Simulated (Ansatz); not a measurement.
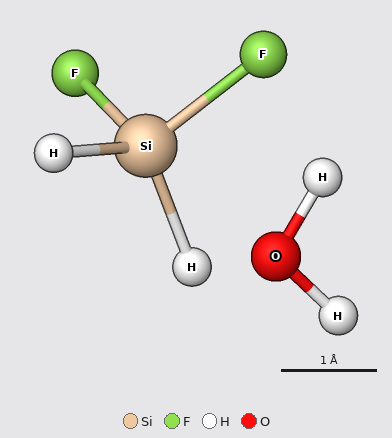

Fig. 1: The structure as given in the input (ball-and-stick view, seen at a tilt). Bond lengths as drawn: F–Si 1.61 to 1.62 Å, H–O 0.97 Å and H–Si 1.47 to 1.48 Å.

**Nudged elastic band of SiH$_{4}$OF$_{2}$**

- system: SiH$_{4}$OF$_{2}$
- method: RKS B3LYP/6-31G* (Ansatz 0.2.0)

It belongs to a series of runs on one base structure; here: band between the two ends.

## Input file
```yaml
crystal:
  periodic: [false, false, false]
  atoms:
    - { symbol: Si, position_ang: [0.25844, 0.032279, -0.098917] }
    - { symbol: F, position_ang: [0.257271, -0.131755, 1.508246] }
    - { symbol: F, position_ang: [1.816603, 0.030716, -0.503208] }
    - { symbol: H, position_ang: [-0.276407, 1.346725, -0.492807] }
    - { symbol: H, position_ang: [-0.329984, -1.159568, -0.743079] }
    - { symbol: O, position_ang: [-2.343346, 0.023956, 0.754661] }
    - { symbol: H, position_ang: [-2.701257, -0.876598, 0.712577] }
    - { symbol: H, position_ang: [-2.009719, 0.104547, 1.662525] }
basis:
  gaussian: { orbitals: "6-31G*" }
hamiltonian:
  xc: b3lyp
neb:
  order_check: false
  images: 9
  f_tol: 0.03
  max_iterations: 60
  final_atoms:
    - { symbol: Si, position_ang: [-0.30038986, -0.09195588, -0.50063771] }
    - { symbol: F, position_ang: [-0.59353686, 0.90816844, 2.56453575] }
    - { symbol: F, position_ang: [1.03127445, -0.84545359, -0.01652573] }
    - { symbol: H, position_ang: [-0.10953679, 1.36561424, -0.45824078] }
    - { symbol: H, position_ang: [-0.63274069, -0.61940688, -1.84536335] }
    - { symbol: O, position_ang: [-1.57386457, -0.42089332, 0.53085595] }
    - { symbol: H, position_ang: [-1.96742904, -1.30423142, 0.48016968] }
    - { symbol: H, position_ang: [-1.18217564, 0.37846042, 2.0452042] }
  initial_path:
    images:
      - { positions_ang: [[0.25844, 0.032279, -0.098917], [0.257271, -0.131755, 1.508246], [1.816603, 0.030716, -0.503208], [-0.276407, 1.346725, -0.492807], [-0.329984, -1.159568, -0.743079], [-2.343346, 0.023956, 0.754661], [-2.701257, -0.876598, 0.712577], [-2.009719, 0.104547, 1.662525]] }
      - { positions_ang: [[0.20735936, 0.02688936, -0.07771297], [0.20246572, -0.10571027, 1.59599481], [1.75482883, 0.02785704, -0.50397368], [-0.35852974, 1.3162186, -0.49063764], [-0.39844465, -1.16536381, -0.69251091], [-2.25111654, 0.0174791, 0.72616006], [-2.64451317, -0.82916697, 0.57668738], [-1.8404488, 0.08209896, 1.66599095]] }
      - { positions_ang: [[0.15627872, 0.02149971, -0.05650893], [0.14766043, -0.07966554, 1.68374363], [1.69305466, 0.02499807, -0.50473936], [-0.44065248, 1.2857122, -0.48846828], [-0.46690531, -1.17115963, -0.64194282], [-2.15888709, 0.0110022, 0.69765911], [-2.58776933, -0.78173594, 0.44079776], [-1.6711786, 0.05965092, 1.6694569]] }
      - { positions_ang: [[0.10519807, 0.01611007, -0.0353049], [0.09285515, -0.0536208, 1.77149244], [1.63128049, 0.02213911, -0.50550505], [-0.52277521, 1.2552058, -0.48629893], [-0.53536596, -1.17695544, -0.59137473], [-2.06665763, 0.00452529, 0.66915817], [-2.5310255, -0.73430491, 0.30490813], [-1.5019084, 0.03720288, 1.67292286]] }
      - { positions_ang: [[0.05411743, 0.01072043, -0.01410086], [0.03804986, -0.02757607, 1.85924126], [1.56950631, 0.01928015, -0.50627073], [-0.60489795, 1.2246994, -0.48412957], [-0.60382661, -1.18275126, -0.54080664], [-1.97442817, -0.00195161, 0.64065722], [-2.47428167, -0.68687388, 0.16901851], [-1.3326382, 0.01475484, 1.67638881]] }
      - { positions_ang: [[0.00303679, 0.00533078, 0.00710317], [-0.01675542, -0.00153134, 1.94699007], [1.50773214, 0.01642118, -0.50703641], [-0.68702069, 1.194193, -0.48196021], [-0.67228726, -1.18854707, -0.49023855], [-1.88219871, -0.00842851, 0.61215628], [-2.41753784, -0.63944285, 0.03312889], [-1.163368, -0.00769319, 1.67985476]] }
      - { positions_ang: [[-0.05764854, -0.01412655, -0.094445], [-0.13211171, 0.18040862, 2.07049921], [1.4124406, -0.15595377, -0.40893428], [-0.57152391, 1.22847725, -0.47721632], [-0.66437795, -1.07471903, -0.76126351], [-1.82053189, -0.09092147, 0.59589621], [-2.32751608, -0.77240056, 0.12253705], [-1.16712953, 0.06953753, 1.75292465]] }
      - { positions_ang: [[-0.11833387, -0.03358388, -0.19599318], [-0.247468, 0.36234857, 2.19400834], [1.31714907, -0.32832873, -0.31083214], [-0.45602713, 1.26276149, -0.47247244], [-0.65646863, -0.96089099, -1.03228847], [-1.75886506, -0.17341443, 0.57963615], [-2.23749432, -0.90535828, 0.21194521], [-1.17089106, 0.14676825, 1.82599454]] }
      - { positions_ang: [[-0.1790192, -0.05304121, -0.29754136], [-0.36282429, 0.54428853, 2.31751748], [1.22185753, -0.50070368, -0.21273], [-0.34053035, 1.29704574, -0.46772855], [-0.64855932, -0.84706296, -1.30331343], [-1.69719823, -0.2559074, 0.56337608], [-2.14747256, -1.03831599, 0.30135337], [-1.17465259, 0.22399897, 1.89906443]] }
      - { positions_ang: [[-0.23970453, -0.07249855, -0.39908954], [-0.47818057, 0.72622849, 2.44102661], [1.12656599, -0.67307864, -0.11462787], [-0.22503357, 1.33132999, -0.46298467], [-0.64065001, -0.73323492, -1.57433839], [-1.6355314, -0.33840036, 0.54711602], [-2.0574508, -1.17127371, 0.39076152], [-1.17841411, 0.3012297, 1.97213431]] }
      - { positions_ang: [[-0.30038986, -0.09195588, -0.50063771], [-0.59353686, 0.90816844, 2.56453575], [1.03127445, -0.84545359, -0.01652573], [-0.10953679, 1.36561424, -0.45824078], [-0.63274069, -0.61940688, -1.84536335], [-1.57386457, -0.42089332, 0.53085595], [-1.96742904, -1.30423142, 0.48016968], [-1.18217564, 0.37846042, 2.0452042]] }
```

Machine: 1 thread of Arm Neoverse V1, 24 GiB of memory available, shared host.

Launch command:
```bash
ansatz run input.yaml --threads 1 --pin off --max-ram 2048MiB --backend cpu --events-out ev --progress --plain --runs-dir out
```

## The program's output
```
Engine: ansatz 0.2.0, aarch64-unknown-linux-gnu
Functional definition: B3LYP
  parameter a0 = 0.2
  parameter ax = 0.72
  parameter ac = 0.81
  exchange = (1 - a0 - ax)*slater_x + ax*b88_x + a0*exact_x
  correlation = (1 - ac)*vwn_rpa_c + ac*lyp_c
720 factors; integrals over basis functions are off by at most 4.3e-4 eV
mean field evaluation 1: about -15420.9103 eV, gradient 6.0e1 eV
mean field evaluation 2: about -15413.5917 eV, gradient 9.0e1 eV
mean field evaluation 4: about -15426.3894 eV, gradient 1.8e0 eV
mean field evaluation 8: about -15426.4075 eV, gradient 4.3e-2 eV
mean field -15426.40753463 eV, -566.9100205032 hartree, gradient 1.1e-5 eV, S^2 0.000000; 0 other end points of the search recorded, 0 dependent functions left out
the calculation of the forces begins
reference -15426.40774926 eV, -566.9100283907 hartree; 22, 22 occupied and 50, 50 virtual orbitals, 720 factors
720 factors; integrals over basis functions are off by at most 8.2e-4 eV
mean field evaluation 16: about -15420.3302 eV, gradient 6.0e1 eV
mean field -15425.84676972 eV, -566.8894127727 hartree, gradient 1.5e-5 eV, S^2 0.000000; 0 other end points of the search recorded, 0 dependent functions left out
[... from here on the field's lines of each further geometry are left out, up to the last ...]
NEB iter   1: max|band force component| = 7.979e0 eV/Å  barrier→ = 3.1588 eV  barrier← = 2.5980 eV  Δτ_max = 0.2000 Å  (271 SCF iters)
NEB iter   2: max|band force component| = 4.830e0 eV/Å  barrier→ = 1.8829 eV  barrier← = 1.3222 eV  Δτ_max = 0.1998 Å  (242 SCF iters)
NEB iter   3: max|band force component| = 3.365e0 eV/Å  barrier→ = 1.5088 eV  barrier← = 0.9481 eV  Δτ_max = 0.1978 Å  (241 SCF iters)
NEB iter   4: max|band force component| = 1.030e0 eV/Å  barrier→ = 1.4268 eV  barrier← = 0.8660 eV  Δτ_max = 0.1920 Å  (236 SCF iters)
NEB iter   5: max|band force component| = 6.776e-1 eV/Å  barrier→ = 1.3600 eV  barrier← = 0.7993 eV  Δτ_max = 0.1942 Å  (233 SCF iters)
NEB iter   6: max|band force component| = 5.409e-1 eV/Å  barrier→ = 1.3040 eV  barrier← = 0.7432 eV  Δτ_max = 0.0550 Å  (222 SCF iters)
NEB iter   7: max|band force component| = 3.688e-1 eV/Å  barrier→ = 1.3103 eV  barrier← = 0.7495 eV  CI = image 6  Δτ_max = 0.1585 Å  (218 SCF iters)
NEB iter   8: max|band force component| = 6.782e-1 eV/Å  barrier→ = 1.3395 eV  barrier← = 0.7787 eV  CI = image 6  Δτ_max = 0.0819 Å  (229 SCF iters)
NEB iter   9: max|band force component| = 3.240e-1 eV/Å  barrier→ = 1.3274 eV  barrier← = 0.7667 eV  CI = image 6  Δτ_max = 0.0883 Å  (211 SCF iters)
NEB iter  10: max|band force component| = 1.716e-1 eV/Å  barrier→ = 1.3227 eV  barrier← = 0.7620 eV  CI = image 6  Δτ_max = 0.0695 Å  (221 SCF iters)
NEB iter  11: max|band force component| = 1.850e-1 eV/Å  barrier→ = 1.3208 eV  barrier← = 0.7600 eV  CI = image 6  Δτ_max = 0.0352 Å  (214 SCF iters)
NEB iter  12: max|band force component| = 9.333e-2 eV/Å  barrier→ = 1.3200 eV  barrier← = 0.7593 eV  CI = image 6  Δτ_max = 0.0312 Å  (210 SCF iters)
NEB iter  13: max|band force component| = 4.849e-2 eV/Å  barrier→ = 1.3197 eV  barrier← = 0.7590 eV  CI = image 6  Δτ_max = 0.0308 Å  (204 SCF iters)
NEB iter  14: max|band force component| = 4.225e-2 eV/Å  barrier→ = 1.3196 eV  barrier← = 0.7589 eV  CI = image 6  Δτ_max = 0.0089 Å  (199 SCF iters)
the calculation of the forces begins
reference -15425.82839839 eV, -566.8887376388 hartree; 22, 22 occupied and 50, 50 virtual orbitals, 720 factors
720 factors; integrals over basis functions are off by at most 5.9e-4 eV
mean field evaluation 1024: about -15425.0707 eV, gradient 7.0e-2 eV
mean field -15425.08795661 eV, -566.8615269053 hartree, gradient 1.7e-5 eV, S^2 0.000000; 1 other end points of the search recorded, 0 dependent functions left out
the calculation of the forces begins
reference -15425.08816316 eV, -566.8615344957 hartree; 22, 22 occupied and 50, 50 virtual orbitals, 720 factors
NEB iter  15: max|band force component| = 1.624e-2 eV/Å  barrier→ = 1.3196 eV  barrier← = 0.7588 eV  CI = image 6  Δτ_max = 0.0000 Å  (413 SCF iters)
```

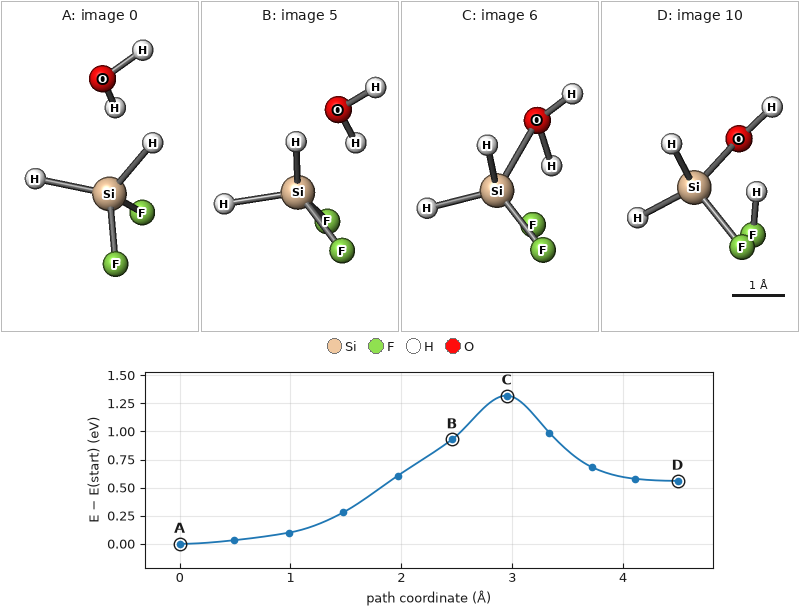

Fig. 2: Images of the last band (counted from 0; ball-and-stick, seen at an oblique angle) above the energy along the path; the line is a cubic interpolation that uses the forces. The highest image is number 6, 1.320 eV above the start and 0.759 eV above the end (the climbing image); the end lies 0.561 eV above the start. The path is 4.49 Å long. The band converged in 15 iterations.

```
Total energy: -15425.08816316 eV, -566.8615344957 hartree
Atom 0 at    -0.258623     0.090044    -0.154171 Å, force     0.000966     0.004047     0.000763 eV/Å
Atom 1 at    -0.170697     0.657823     1.699023 Å, force    -0.000645     0.000086    -0.002873 eV/Å
Atom 2 at     1.109577    -0.711350     0.149786 Å, force    -0.000764    -0.002670     0.001991 eV/Å
Atom 3 at    -0.175267     1.507783    -0.553653 Å, force     0.000318     0.001620     0.001105 eV/Å
Atom 4 at    -0.688413    -0.661089    -1.375952 Å, force    -0.001420    -0.000855     0.000041 eV/Å
Atom 5 at    -1.816247    -0.332180     0.721600 Å, force    -0.003644    -0.001935    -0.003292 eV/Å
Atom 6 at    -2.106736    -1.257277     0.674783 Å, force     0.001829    -0.000727     0.001084 eV/Å
Atom 7 at    -1.221993     0.076547     1.638582 Å, force     0.003360     0.000434     0.001181 eV/Å
Dipole moment:    -0.554622    -0.308794     0.038619 e Å
this run last wrote the band of iteration 15 to [file]
```

## The last band as extended XYZ (Å, eV, eV/Å)
```
8
Properties=species:S:1:pos:R:3:forces:R:3 image=0 energy=-15426.40754
Si    0.2584    0.0323   -0.0989   -0.0061  -0.0139  -0.0122
F     0.2573   -0.1318    1.5082   -0.0003   0.0019   0.0030
F     1.8166    0.0307   -0.5032    0.0012  -0.0008  -0.0001
H    -0.2764    1.3467   -0.4928   -0.0035  -0.0051   0.0056
H    -0.3300   -1.1596   -0.7431    0.0072   0.0135   0.0056
O    -2.3433    0.0240    0.7547   -0.0052   0.0014   0.0035
H    -2.7013   -0.8766    0.7126    0.0096   0.0073   0.0036
H    -2.0097    0.1045    1.6625   -0.0029  -0.0042  -0.0090
8
Properties=species:S:1:pos:R:3:forces:R:3 image=1 energy=-15426.37522
Si    0.2793    0.1004   -0.1322    0.0003  -0.0184  -0.0051
F     0.1724    0.0198    1.4767    0.0215  -0.0369   0.0128
F     1.8350   -0.1395   -0.4542    0.0153   0.0431  -0.0178
H    -0.0742    1.4579   -0.5882   -0.0437  -0.0160   0.0205
H    -0.4534   -1.0069   -0.7719    0.0302  -0.0365   0.0044
O    -2.4796   -0.0642    0.8401    0.0139   0.0273  -0.0070
H    -2.6083   -1.0215    0.7507   -0.0251   0.0233  -0.0020
H    -1.9996    0.0244    1.6789   -0.0124   0.0142  -0.0059
8
Properties=species:S:1:pos:R:3:forces:R:3 image=2 energy=-15426.30841
Si    0.2630    0.1718   -0.1552    0.0339  -0.0087  -0.0232
F     0.0853    0.2087    1.4495    0.0326  -0.0719   0.0066
F     1.7784   -0.3058   -0.3793    0.0697   0.0757  -0.0589
H     0.0957    1.5420   -0.6784   -0.0155  -0.0073   0.0094
H    -0.5897   -0.8393   -0.8024    0.0547  -0.0508   0.0368
O    -2.5246   -0.1959    0.9113   -0.0626   0.0232   0.0264
H    -2.4826   -1.1547    0.7710   -0.0624   0.0199   0.0087
H    -1.9540   -0.0564    1.6836   -0.0504   0.0199  -0.0058
8
Properties=species:S:1:pos:R:3:forces:R:3 image=3 energy=-15426.12827
Si    0.1529    0.2063   -0.1444    0.1661   0.0181  -0.0306
F     0.0160    0.4031    1.4616    0.0191  -0.1558  -0.0607
F     1.6091   -0.4670   -0.2368    0.2177   0.1659  -0.1761
H     0.1013    1.5663   -0.7160    0.0913   0.0145  -0.0434
H    -0.6941   -0.7356   -0.8992    0.0267  -0.0563   0.1892
O    -2.3606   -0.2672    0.8859   -0.2686   0.0008   0.0826
H    -2.3150   -1.2278    0.7605   -0.1035   0.0079   0.0290
H    -1.8379   -0.1079    1.6884   -0.1489   0.0048   0.0099
8
Properties=species:S:1:pos:R:3:forces:R:3 image=4 energy=-15425.80207
Si    0.0069    0.1950   -0.1148    0.1926   0.0498  -0.0250
F    -0.0031    0.5587    1.4936    0.0584  -0.1337  -0.0770
F     1.4226   -0.5830   -0.0877    0.2653   0.1635  -0.2122
H    -0.0057    1.5510   -0.7032    0.1329   0.0270  -0.0830
H    -0.7141   -0.7049   -1.0549   -0.0076  -0.0514   0.2316
O    -2.1229   -0.2874    0.8258   -0.2778   0.0125   0.0641
H    -2.2094   -1.2513    0.7554   -0.1002  -0.0039   0.0342
H    -1.7027   -0.1079    1.6857   -0.2636  -0.0637   0.0673
8
Properties=species:S:1:pos:R:3:forces:R:3 image=5 energy=-15425.47818
Si   -0.1387    0.1623   -0.0982    0.2097   0.1203   0.0961
F    -0.0437    0.6628    1.5393    0.1944  -0.0161  -0.2365
F     1.2335   -0.6858    0.0520    0.1970   0.0399  -0.1566
H    -0.1215    1.5337   -0.6490    0.1079   0.0603  -0.1213
H    -0.7130   -0.6684   -1.2204   -0.0230   0.0236   0.2454
O    -1.9202   -0.3110    0.7847   -0.1744   0.0310   0.0952
H    -2.1253   -1.2599    0.7412   -0.0387  -0.0057   0.0688
H    -1.4995   -0.0634    1.6503   -0.4728  -0.2534   0.0090
8
Properties=species:S:1:pos:R:3:forces:R:3 image=6 energy=-15425.08796
Si   -0.2586    0.0900   -0.1542    0.0010   0.0040   0.0008
F    -0.1707    0.6578    1.6990   -0.0006   0.0001  -0.0029
F     1.1096   -0.7114    0.1498   -0.0008  -0.0027   0.0020
H    -0.1753    1.5078   -0.5537    0.0003   0.0016   0.0011
H    -0.6884   -0.6611   -1.3760   -0.0014  -0.0009   0.0000
O    -1.8162   -0.3322    0.7216   -0.0036  -0.0019  -0.0033
H    -2.1067   -1.2573    0.6748    0.0018  -0.0007   0.0011
H    -1.2220    0.0765    1.6386    0.0034   0.0004   0.0012
8
Properties=species:S:1:pos:R:3:forces:R:3 image=7 energy=-15425.41738
Si   -0.3229    0.0294   -0.2451   -0.2049  -0.1955  -0.2807
F    -0.2262    0.6694    1.8896   -0.1163   0.1225   0.4795
F     1.0458   -0.7075    0.1807   -0.1775   0.0191   0.0634
H    -0.1859    1.4806   -0.4827   -0.0825  -0.1240   0.0859
H    -0.6610   -0.6524   -1.5073    0.0226  -0.0838  -0.3396
O    -1.7733   -0.3620    0.6306    0.1342  -0.0753  -0.2109
H    -2.1139   -1.2644    0.5516    0.0068  -0.0215  -0.2218
H    -1.0912    0.1772    1.7826    0.4176   0.3584   0.4242
8
Properties=species:S:1:pos:R:3:forces:R:3 image=8 energy=-15425.72539
Si   -0.3488   -0.0209   -0.3527   -0.0463  -0.0756  -0.1466
F    -0.2651    0.7414    2.1297   -0.0154   0.1147   0.2897
F     0.9907   -0.7182    0.1922   -0.0753  -0.0227  -0.0116
H    -0.2116    1.4412   -0.4505   -0.0444  -0.0647   0.0081
H    -0.6168   -0.6553   -1.6593    0.0168  -0.0325  -0.1874
O    -1.7187   -0.3899    0.5680    0.0738  -0.0266  -0.0569
H    -2.1020   -1.2701    0.4449    0.0149   0.0001  -0.0882
H    -1.0561    0.2421    1.9277    0.0760   0.1074   0.1930
8
Properties=species:S:1:pos:R:3:forces:R:3 image=9 energy=-15425.82819
Si   -0.3359   -0.0587   -0.4479    0.0010  -0.0139  -0.0313
F    -0.3955    0.8179    2.4036   -0.0291   0.0241   0.0819
F     0.9973   -0.7499    0.1160   -0.0011  -0.0157  -0.0306
H    -0.2014    1.4055   -0.4672    0.0049  -0.0134  -0.0089
H    -0.5954   -0.6531   -1.7804   -0.0051  -0.0016  -0.0374
O    -1.6534   -0.4082    0.5279    0.0196  -0.0011  -0.0054
H    -2.0498   -1.2855    0.4252    0.0131  -0.0001   0.0006
H    -1.0944    0.3023    2.0229   -0.0033   0.0216   0.0310
8
Properties=species:S:1:pos:R:3:forces:R:3 image=10 energy=-15425.84677
Si   -0.3004   -0.0920   -0.5006    0.0194   0.0134  -0.0137
F    -0.5935    0.9082    2.5645   -0.0043  -0.0033  -0.0011
F     1.0313   -0.8455   -0.0165    0.0053  -0.0068   0.0068
H    -0.1095    1.3656   -0.4582   -0.0041  -0.0027  -0.0007
H    -0.6327   -0.6194   -1.8454   -0.0032  -0.0010  -0.0094
O    -1.5739   -0.4209    0.5309   -0.0274  -0.0075   0.0166
H    -1.9674   -1.3042    0.4802    0.0077   0.0053   0.0005
H    -1.1822    0.3785    2.0452    0.0065   0.0026   0.0009
```

## Key numbers

```json
{"quantity": "outcome", "value": "converged"}
{"quantity": "barrier, forward", "value": "1.320 eV"}
{"quantity": "barrier, backward", "value": "0.759 eV"}
{"quantity": "wall time", "value": "5.5 min"}
{"quantity": "peak memory", "value": "0.14 GiB"}
```

## Notes

The order of the saddle point was not checked.
